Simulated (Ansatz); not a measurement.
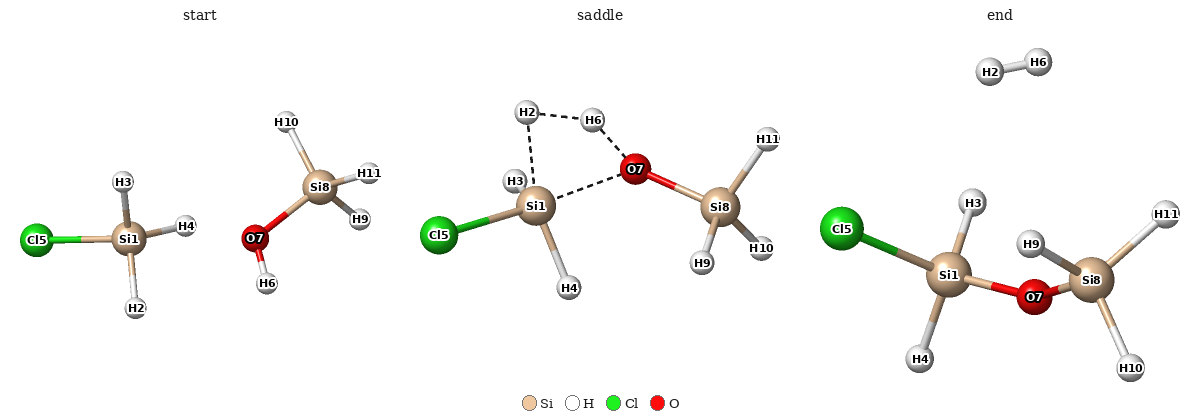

One elementary step of Si₂H₇OCl: start, first-order saddle point (changing pairs dashed) and end. Electronic energies at PBE0-D4/def2-TZVP geometries, energies in def2-TZVPP, the Ansatz code 0.2.0; cores frozen in correlated methods, no zero-point terms. Start and end are the structures at the ends of the path (complexes, where there are several molecules). Lines between the levels only guide the eye.

Question: Which bonds change in the step?

Answer: Si1–O7 (2.84 → 1.85 → 1.62 Å) and H2–H6 (2.83 → 1.13 → 0.75 Å) form; Si1–H2 (1.48 → 1.69 → 3.41 Å) and H6–O7 (0.96 → 1.13 → 3.49 Å) break (lengths at start, saddle and end; changes of bond order aren't listed). The imaginary mode at the saddle is 1250.4i cm⁻¹ (PBE0-D4).

Question: Is the step uphill or downhill with RPA on PBE?

Answer: Downhill by 20.6 kcal/mol in electronic energy, over a barrier of 39.6 kcal/mol.

Question: Give the barriers and step energies (kcal/mol). Levels: RPA on PBE and PBE-QIDH.

Answer:
```
     level  barrier  reverse barrier  step energy
RPA on PBE     39.6             60.2        −20.6
  PBE-QIDH     36.9             57.8        −20.8
```

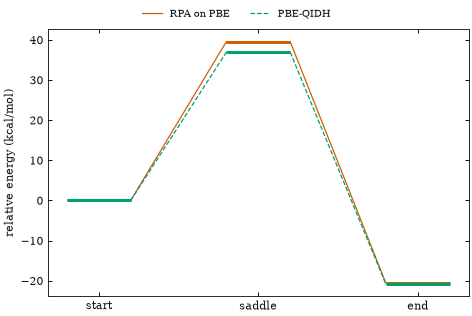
